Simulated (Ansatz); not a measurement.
# Geometry relaxation, with input and output: CH₅AlN₂O (part 1 of 2)

- system: CH₅AlN₂O
- method: RKS PBE-D4/def2-SVP (Ansatz 0.2.0)

The geometry: force-field start. Figures and captions count atoms from 1; the log counts them from 0 in places.

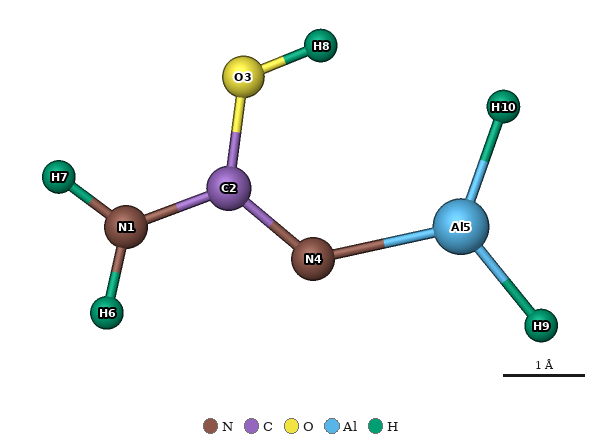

**Figure 1.** The starting structure (ball-and-stick view, seen on its broad side; atoms are numbered from 1 in the order of the input). Sticks mark near contacts. Bond lengths as drawn: Al–H 1.59 Å, Al–N 1.89 Å, C–N 1.37 Å, C–O 1.40 Å, H–N 1.05 to 1.09 Å and H–O 1.04 Å.

Results in brief

```csv
quantity,value
outcome,converged
total energy,−12725.8777 eV
mean-field energy,−12725.6960 eV
dispersion energy,−0.1817 eV
SCF solution under orbital rotations,stable
largest force (length of the vector) at the end,0.022 eV/Å
dipole moment,2.80 D
hardware,"4 threads of Arm Neoverse V2, 23 GiB of memory available, shared host"
wall time,24 s (CPU time 84 s)
peak memory,0.15 GiB
```

Input
```yaml
crystal:
  periodic: [false, false, false]
  atoms:
    - {symbol: N, position_ang: [-1.540800, 1.115100, 0.840800]}
    - {symbol: C, position_ang: [-0.665900, 0.204800, 0.312700]}
    - {symbol: O, position_ang: [-1.040300, -1.143900, 0.317400]}
    - {symbol: N, position_ang: [0.550200, 0.632700, -0.161100]}
    - {symbol: Al, position_ang: [1.922000, -0.409800, -0.931000]}
    - {symbol: H, position_ang: [-1.361700, 2.195100, 0.829100]}
    - {symbol: H, position_ang: [-2.481000, 0.845800, 1.215000]}
    - {symbol: H, position_ang: [-0.364100, -1.860100, -0.022900]}
    - {symbol: H, position_ang: [3.238100, 0.360100, -1.387900]}
    - {symbol: H, position_ang: [1.826700, -1.991000, -1.009100]}
basis:
  gaussian: {orbitals: def2-SVP}
hamiltonian: {xc: pbe, dispersion: d4}
relax: {f_tol: 0.03, max_steps: 200}
```

Launch command:
```bash
ansatz run in.yaml --threads 4 --pin off --events-out ev --progress --plain --max-ram 10444MiB
```

Log
```
Functional definition: PBE
  name "PBE"
  cite "Perdew, Burke & Ernzerhof, Phys. Rev. Lett. 77, 3865 (1996) doi:10.1103/PhysRevLett.77.3865"
  parent pbe
  parameter kappa = 0.804
  parameter beta = 0.06672455060314922
  exchange = pbe_x(kappa = kappa, mu = beta*pi^2/3)
  correlation = pbe_c(beta = beta)
1128 factors; their error is unknown
mean field evaluation 1: about -12711.6768 eV, gradient 7.9e1 eV
mean field evaluation 2: about -12603.1156 eV, gradient 1.7e2 eV
mean field evaluation 4: about -12723.5181 eV, gradient 2.0e1 eV
mean field evaluation 8: about -12724.6991 eV, gradient 6.7e-1 eV
mean field evaluation 16: about -12724.6339 eV, gradient 2.7e-3 eV
mean field -12724.63391952 eV, -467.6216714755 hartree, gradient 1.5e-5 eV, S^2 0.000000; 0 other end points of the search recorded, 0 dependent functions left out
the calculation of the forces begins
reference -12724.63396079 eV, -467.6216729924 hartree; 23, 23 occupied and 76, 76 virtual orbitals, 1128 factors
relax step   1: F+E_penalty+E_count = -12724.81876720 eV  Δ(F+E_penalty+E_count) = +0.000e0 eV  max|allowed force component| = 4.828e0 eV/Å  Δτ_max = 0.0000 Å  (30 SCF iters, accepted)
these checks for a lower state are left out or cut short: starts, cluster_reference, orbital_swaps, neighbouring_geometries, increment
1128 factors; their error is unknown
mean field -12725.37999487 eV, -467.6490892392 hartree, gradient 8.0e-6 eV, S^2 0.000000; 0 other end points of the search recorded, 0 dependent functions left out
[... from here on the field's lines of each further geometry are left out, up to the last ...]
relax step   2: F+E_penalty+E_count = -12725.56888323 eV  Δ(F+E_penalty+E_count) = -7.501e-1 eV  max|allowed force component| = 1.594e0 eV/Å  Δτ_max = 0.1482 Å  (31 SCF iters, accepted)
relax step   3: F+E_penalty+E_count = -12725.62465853 eV  Δ(F+E_penalty+E_count) = -5.578e-2 eV  max|allowed force component| = 1.257e0 eV/Å  Δτ_max = 0.0959 Å  (31 SCF iters, accepted)
relax step   4: F+E_penalty+E_count = -12725.65960658 eV  Δ(F+E_penalty+E_count) = -3.495e-2 eV  max|allowed force component| = 6.045e-1 eV/Å  Δτ_max = 0.0731 Å  (30 SCF iters, accepted)
relax step   5: F+E_penalty+E_count = -12725.67345694 eV  Δ(F+E_penalty+E_count) = -1.385e-2 eV  max|allowed force component| = 2.322e-1 eV/Å  Δτ_max = 0.1134 Å  (30 SCF iters, accepted)
relax step   6: F+E_penalty+E_count = -12725.66812256 eV  Δ(F+E_penalty+E_count) = +5.334e-3 eV  max|allowed force component| = 1.720e-1 eV/Å  Δτ_max = 0.1182 Å  (28 SCF iters, rejected (line search))
relax step   7: F+E_penalty+E_count = -12725.68019919 eV  Δ(F+E_penalty+E_count) = -6.742e-3 eV  max|allowed force component| = 7.241e-2 eV/Å  Δτ_max = 0.0591 Å  (30 SCF iters, accepted)
relax step   8: F+E_penalty+E_count = -12725.68156077 eV  Δ(F+E_penalty+E_count) = -1.362e-3 eV  max|allowed force component| = 2.263e-2 eV/Å  Δτ_max = 0.0593 Å  (31 SCF iters, accepted)
relax step   9: F+E_penalty+E_count = -12725.68237316 eV  Δ(F+E_penalty+E_count) = -8.124e-4 eV  max|allowed force component| = 9.135e-2 eV/Å  Δτ_max = 0.0575 Å  (31 SCF iters, accepted)
relax step  10: F+E_penalty+E_count = -12725.68306861 eV  Δ(F+E_penalty+E_count) = -6.954e-4 eV  max|allowed force component| = 1.296e-1 eV/Å  Δτ_max = 0.0930 Å  (30 SCF iters, accepted)
relax step  11: F+E_penalty+E_count = -12725.68363128 eV  Δ(F+E_penalty+E_count) = -5.627e-4 eV  max|allowed force component| = 1.239e-1 eV/Å  Δτ_max = 0.0595 Å  (31 SCF iters, accepted)
relax step  12: F+E_penalty+E_count = -12725.68618643 eV  Δ(F+E_penalty+E_count) = -2.555e-3 eV  max|allowed force component| = 1.851e-1 eV/Å  Δτ_max = 0.1089 Å  (30 SCF iters, accepted)
relax step  13: F+E_penalty+E_count = -12725.69128515 eV  Δ(F+E_penalty+E_count) = -5.099e-3 eV  max|allowed force component| = 3.541e-1 eV/Å  Δτ_max = 0.1987 Å  (30 SCF iters, accepted)
relax step  14: F+E_penalty+E_count = -12725.70057195 eV  Δ(F+E_penalty+E_count) = -9.287e-3 eV  max|allowed force component| = 4.093e-1 eV/Å  Δτ_max = 0.1503 Å  (29 SCF iters, accepted)
relax step  15: F+E_penalty+E_count = -12725.71962531 eV  Δ(F+E_penalty+E_count) = -1.905e-2 eV  max|allowed force component| = 4.490e-1 eV/Å  Δτ_max = 0.1970 Å  (30 SCF iters, accepted)
relax step  16: F+E_penalty+E_count = -12725.77015672 eV  Δ(F+E_penalty+E_count) = -5.053e-2 eV  max|allowed force component| = 2.541e-1 eV/Å  Δτ_max = 0.2000 Å  (29 SCF iters, accepted)
relax step  17: F+E_penalty+E_count = -12725.80767395 eV  Δ(F+E_penalty+E_count) = -3.752e-2 eV  max|allowed force component| = 1.740e-1 eV/Å  Δτ_max = 0.2000 Å  (29 SCF iters, accepted)
relax step  18: F+E_penalty+E_count = -12725.83163586 eV  Δ(F+E_penalty+E_count) = -2.396e-2 eV  max|allowed force component| = 1.688e-1 eV/Å  Δτ_max = 0.1945 Å  (30 SCF iters, accepted)
relax step  19: F+E_penalty+E_count = -12725.83241326 eV  Δ(F+E_penalty+E_count) = -7.774e-4 eV  max|allowed force component| = 3.186e-1 eV/Å  Δτ_max = 0.1983 Å  (28 SCF iters, accepted)
relax step  20: F+E_penalty+E_count = -12725.86508759 eV  Δ(F+E_penalty+E_count) = -3.267e-2 eV  max|allowed force component| = 4.196e-1 eV/Å  Δτ_max = 0.2000 Å  (29 SCF iters, accepted)
relax step  21: F+E_penalty+E_count = -12725.86437811 eV  Δ(F+E_penalty+E_count) = +7.095e-4 eV  max|allowed force component| = 2.214e-1 eV/Å  Δτ_max = 0.1013 Å  (29 SCF iters, rejected (line search))
relax step  22: F+E_penalty+E_count = -12725.87367769 eV  Δ(F+E_penalty+E_count) = -8.590e-3 eV  max|allowed force component| = 1.588e-1 eV/Å  Δτ_max = 0.0492 Å  (29 SCF iters, accepted)
relax step  23: F+E_penalty+E_count = -12725.87537463 eV  Δ(F+E_penalty+E_count) = -1.697e-3 eV  max|allowed force component| = 1.252e-1 eV/Å  Δτ_max = 0.0554 Å  (29 SCF iters, accepted)
relax step  24: F+E_penalty+E_count = -12725.87737691 eV  Δ(F+E_penalty+E_count) = -2.002e-3 eV  max|allowed force component| = 8.282e-2 eV/Å  Δτ_max = 0.0434 Å  (30 SCF iters, accepted)
relax step  25: F+E_penalty+E_count = -12725.87705412 eV  Δ(F+E_penalty+E_count) = +3.228e-4 eV  max|allowed force component| = 1.749e-1 eV/Å  Δτ_max = 0.0137 Å  (31 SCF iters, rejected (line search))
the calculation of the forces begins
reference -12725.69600278 eV, -467.6607023155 hartree; 23, 23 occupied and 76, 76 virtual orbitals, 1128 factors
relax step  26: F+E_penalty+E_count = -12725.87764097 eV  Δ(F+E_penalty+E_count) = -2.641e-4 eV  max|allowed force component| = 1.693e-2 eV/Å  Δτ_max = 0.0067 Å  (31 SCF iters, accepted)
```

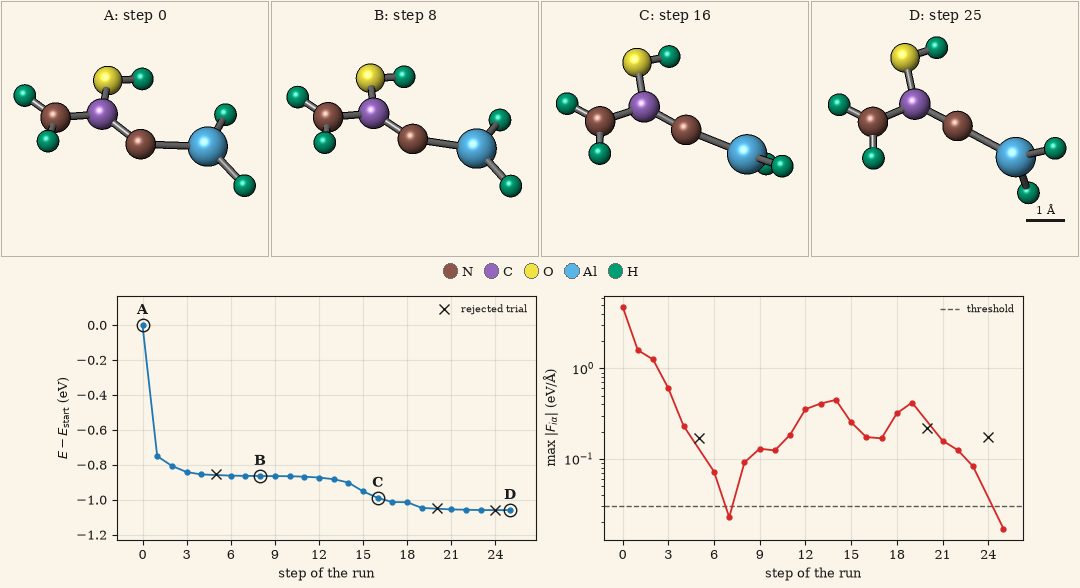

**Figure 2.** Frames of the relaxation (ball-and-stick view, seen at a tilt) above the curves, on which the letters mark them (the first geometry is step 0 here and step 1 in the log).

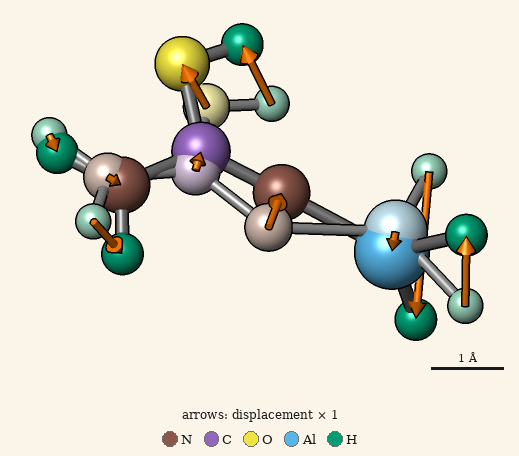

**Figure 3.** Start (faint) and end (solid) with the displacements as orange arrows, at true length (ball-and-stick view, seen at a tilt). The two geometries are laid on each other by the best rigid fit. The energy falls by 1.059 eV in 25 geometry steps. The largest force component goes from 4.8 to 0.017 eV/Å. The line search rejected the trial steps at points 5, 20, 24 (counted from 0) and went back. H10 moves most after the best rigid fit: 2.08 Å. Largest moves by element: H 2.08 Å, N 0.81 Å, O 0.81 Å, C 0.29 Å, Al 0.29 Å. Among the contacts that change: N4–Al5 1.887 → 1.753 Å, C2–N4 1.373 → 1.272 Å, N1–H6 1.095 → 1.016 Å, O3–H8 1.042 → 0.977 Å. Among the angles that change: C2–N4–Al5 127.8° → 177.8°, C2–O3–H8 119.2° → 104.6°, N1–C2–O3 117.9° → 110.0°. (Atoms are counted from 1 in the order of the input.)

```
1128 factors; their error is unknown
mean field -12725.69596172 eV, -467.6607008067 hartree, gradient 1.8e-5 eV, S^2 0.000000; 1 other end points of the search recorded, 0 dependent functions left out
the calculation of the forces begins
reference -12725.69600278 eV, -467.6607023155 hartree; 23, 23 occupied and 76, 76 virtual orbitals, 1128 factors
Total energy: -12725.87768202 eV, -467.6673789047 hartree
Atom 0 at    -1.260109     1.062698     0.895974 Å, force     0.006497    -0.009413    -0.015241 eV/Å
Atom 1 at    -0.784169    -0.005871     0.183235 Å, force     0.002006     0.016931     0.014229 eV/Å
Atom 2 at    -1.801857    -0.883675    -0.078804 Å, force     0.002397     0.001427     0.002203 eV/Å
Atom 3 at     0.413087    -0.173055    -0.211159 Å, force     0.003789    -0.001796    -0.008619 eV/Å
Atom 4 at     2.069312    -0.338276    -0.762278 Å, force    -0.006665     0.001487     0.004943 eV/Å
Atom 5 at    -0.582587     1.714075     1.282145 Å, force    -0.002857    -0.000625     0.007298 eV/Å
Atom 6 at    -2.187917     1.013500     1.313062 Å, force     0.000322     0.002684     0.002450 eV/Å
Atom 7 at    -1.384156    -1.596744    -0.600157 Å, force    -0.006038    -0.011023    -0.007291 eV/Å
Atom 8 at     2.495988     0.313608    -2.159956 Å, force    -0.000360    -0.001907    -0.000422 eV/Å
Atom 9 at     3.105609    -1.157459     0.140938 Å, force     0.000908     0.002235     0.000450 eV/Å
Dipole moment:    -0.466401     0.145484     0.318476 e Å
```

Trajectory as extended XYZ (Å, eV, eV/Å), 26 frames, from step=1 to step=26
```
10
Properties=species:S:1:pos:R:3:forces:R:3 step=1 energy=-12724.81877
N    -1.5408    1.1151    0.8408   -1.1932   1.1091   0.4498
C    -0.6659    0.2048    0.3127    4.8277   0.0018  -1.8752
O    -1.0403   -1.1439    0.3174   -0.3482  -0.0857   0.1675
N     0.5502    0.6327   -0.1611   -2.0580  -1.7385   0.4866
Al    1.9220   -0.4098   -0.9310   -1.2694   1.4342   0.9346
H    -1.3617    2.1951    0.8291    0.1117  -2.8933  -0.2463
H    -2.4810    0.8458    1.2150    0.9961  -0.0063  -0.4388
H    -0.3641   -1.8601   -0.0229   -0.9840   2.6092   0.6445
H     3.2381    0.3601   -1.3879    0.0163  -0.0018  -0.0701
H     1.8267   -1.9910   -1.0091   -0.0989  -0.4287  -0.0526
10
Properties=species:S:1:pos:R:3:forces:R:3 step=2 energy=-12725.56888
N    -1.5127    1.0686    0.8249   -0.7625   0.5805   0.4237
C    -0.5964    0.2036    0.3234    1.5937   0.3070  -1.1548
O    -1.0596   -1.0899    0.3405    0.1387  -0.2235   0.0804
N     0.5525    0.6352   -0.1624   -0.5739  -1.1860   0.3159
Al    1.8918   -0.3870   -0.8762   -0.5255   0.7109   0.2905
H    -1.3276    2.0859    0.7944    0.1253  -0.8226  -0.0637
H    -2.4377    0.7705    1.1615    0.4183  -0.0733  -0.1671
H    -0.3667   -1.7120   -0.0184   -0.3747   0.8291   0.2534
H     3.1997    0.3648   -1.3946    0.0137  -0.0593  -0.0072
H     1.7399   -1.9910   -0.9900   -0.0530  -0.0628   0.0289
10
Properties=species:S:1:pos:R:3:forces:R:3 step=3 energy=-12725.62466
N    -1.5098    1.0508    0.8109   -0.2187  -0.0184  -0.2516
C    -0.6080    0.2102    0.2285    0.1290   0.1828   1.2567
O    -1.0648   -1.0741    0.3402   -0.2217  -0.0626  -0.2492
N     0.5482    0.6129   -0.1703    0.0808  -0.1347  -0.5034
Al    1.8784   -0.3525   -0.8668    0.0405   0.0280  -0.0652
H    -1.2919    2.0368    0.8346    0.0965   0.2844  -0.0566
H    -2.4120    0.7315    1.1516   -0.0655  -0.1232  -0.0108
H    -0.3472   -1.6513    0.0185    0.1483  -0.1611  -0.1547
H     3.2089    0.3479   -1.3993   -0.0113  -0.0188   0.0238
H     1.6813   -1.9636   -0.9448    0.0222   0.0236   0.0110
10
Properties=species:S:1:pos:R:3:forces:R:3 step=4 energy=-12725.65961
N    -1.5063    1.0607    0.8092   -0.0886   0.0193  -0.1126
C    -0.6041    0.1918    0.2682   -0.0134   0.3026   0.6045
O    -1.1135   -1.0792    0.3650    0.1828  -0.0568  -0.2216
N     0.5500    0.5706   -0.1660   -0.0606  -0.2706  -0.2022
Al    1.9062   -0.3482   -0.8796   -0.1143  -0.0344   0.0241
H    -1.2717    2.0469    0.8168    0.0413   0.1134  -0.0364
H    -2.4180    0.7513    1.1390    0.0089  -0.0433  -0.0066
H    -0.4148   -1.6769    0.0293    0.0094  -0.0570  -0.0583
H     3.2165    0.3950   -1.4088   -0.0342  -0.0197   0.0268
H     1.7390   -1.9632   -0.9701    0.0688   0.0464  -0.0177
10
Properties=species:S:1:pos:R:3:forces:R:3 step=5 energy=-12725.67346
N    -1.5089    1.0773    0.8136    0.0394  -0.0281   0.0008
C    -0.6053    0.1895    0.3061   -0.2322   0.1705   0.0182
O    -1.1331   -1.0781    0.3791    0.1823  -0.0109  -0.0464
N     0.5404    0.5430   -0.1636    0.0127  -0.2270  -0.0251
Al    1.8927   -0.3652   -0.8909    0.1217  -0.0322   0.0338
H    -1.2682    2.0647    0.7986    0.0061  -0.0152  -0.0068
H    -2.4227    0.7729    1.1437    0.0217   0.0015   0.0056
H    -0.4472   -1.6795    0.0199   -0.0524   0.0294   0.0208
H     3.1938    0.4112   -1.3917   -0.0305   0.0215  -0.0108
H     1.8418   -1.9871   -1.0117   -0.0686   0.0905   0.0099
10
Properties=species:S:1:pos:R:3:forces:R:3 step=6 energy=-12725.66812 accepted=F
N    -1.4928    1.0838    0.8235   -0.0813   0.0586   0.0128
C    -0.6288    0.1786    0.2950    0.1720   0.0385  -0.0307
O    -1.1630   -1.0799    0.3818   -0.1054   0.0013   0.0472
N     0.5170    0.4949   -0.1979   -0.0915  -0.0090  -0.0435
Al    1.9080   -0.3729   -0.8775    0.1365  -0.0701  -0.0707
H    -1.2712    2.0697    0.7163    0.0239   0.0015   0.1125
H    -2.3667    0.7835    1.2472   -0.1054   0.0484  -0.0426
H    -0.5007   -1.6699   -0.0247    0.0818  -0.1420   0.0029
H     3.1876    0.4541   -1.3517   -0.0062  -0.0033  -0.0067
H     1.8938   -1.9929   -1.0091   -0.0245   0.0761   0.0189
```
